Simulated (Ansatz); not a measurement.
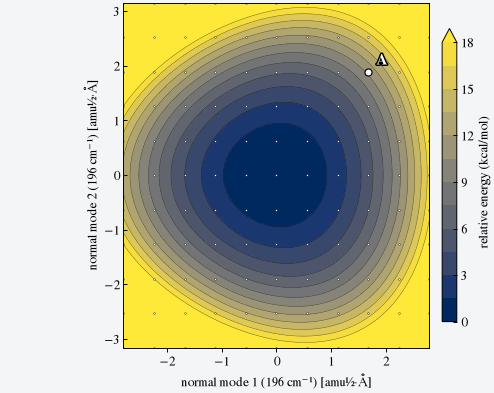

BrF3Si, SMILES F[Si](F)(F)Br. 
- Coordinates scanned: (1) normal mode 1 (196 cm⁻¹); (2) normal mode 2 (196 cm⁻¹).
- Nothing is relaxed (straight displacements along the two mass-weighted modes).
- Grid: 11 × 11 points.
- Energies are in kcal/mol, from the lowest grid point.
- All numbers below come from RKS BHLYP-D4/def2-SVP (Ansatz 0.2.0).

Drawn: filled contours, dots at the grid points, one colour for all values above the top of the scale, the point A. Between grid points the surface is interpolated.

Is A at rest? If not, where is it pushed?

Answer. A, at normal mode 1 (196 cm⁻¹) = 1.68 amu½·Å, normal mode 2 (196 cm⁻¹) = 1.89 amu½·Å, is not a stationary point. The computed force is 6.9 kcal/mol for each amu½·Å towards smaller values of normal mode 1 (196 cm⁻¹) and 6.3 kcal/mol for each amu½·Å towards smaller values of normal mode 2 (196 cm⁻¹).
